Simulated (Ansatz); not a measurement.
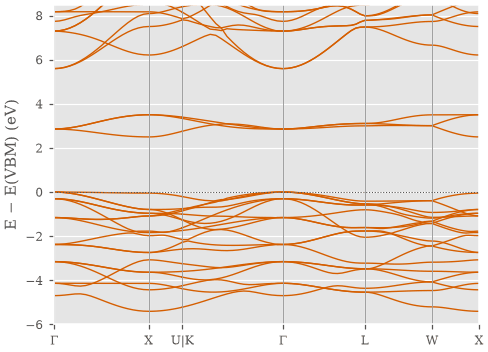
Figure. Band structure from r²SCAN in the plane-wave PAW code Ansatz

Question: Read off the gap and where the band edges lie.

Answer: About 2.5 eV (2.50 eV by a search for the band edges); maximum at Γ, minimum at X.

The material is Ba₂MgMoO₆ in space group Fm-3m (No. 225; Ba on 8c, Mg on 4b, Mo on 4a, O on 24e).

The workflow started from a Materials Project entry (that database holds measured and hypothetical structures alike); the Crystallography Open Database copy checked does not list it. Its standing as an ambient phase is unchecked. The r²SCAN relaxation kept the symmetry of its start; whether a distortion lowers the energy is not shown. No spin polarisation was allowed. No Hubbard U is applied. Spin–orbit coupling is left out wherever it is not named.

Potentials: the later of the program's two PAW sets.
